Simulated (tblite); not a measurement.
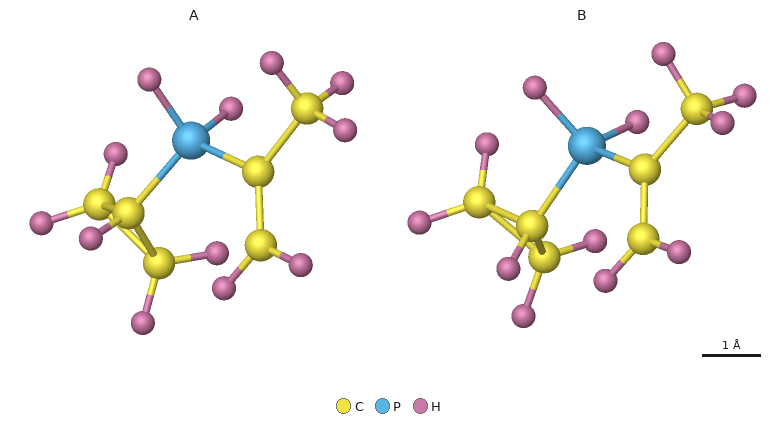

Two geometries of C₆H₁₂P (charge +1), drawn at one scale. One is the start of a relaxation, the other its converged end. Style: ball-and-stick. Shown from a free direction.

All numbers below come from tblite, GFN2-xTB geometry optimisation, gas phase. 

Which of the two is the end point?

Answer. Structure A is the relaxed one. After 115 geometry steps the energy has fallen by 40.3 kJ/mol. The atom that moves furthest after the best rigid fit is an H atom (0.74 Å). By element the largest moves are H 0.74 Å, C 0.36 Å, P 0.19 Å. Among the contacts that change: H–P 1.433 → 1.378 Å, C–H 1.119 → 1.079 Å, C–C 1.488 → 1.513 Å, H–P 1.404 → 1.381 Å. Among the angles between lasting bonds that change: H–P–H 111.8° → 103.4°, C–C–H 111.9° → 118.8°, P–C–C 111.7° → 118.2°. Groups turn about C–P by about 30°.
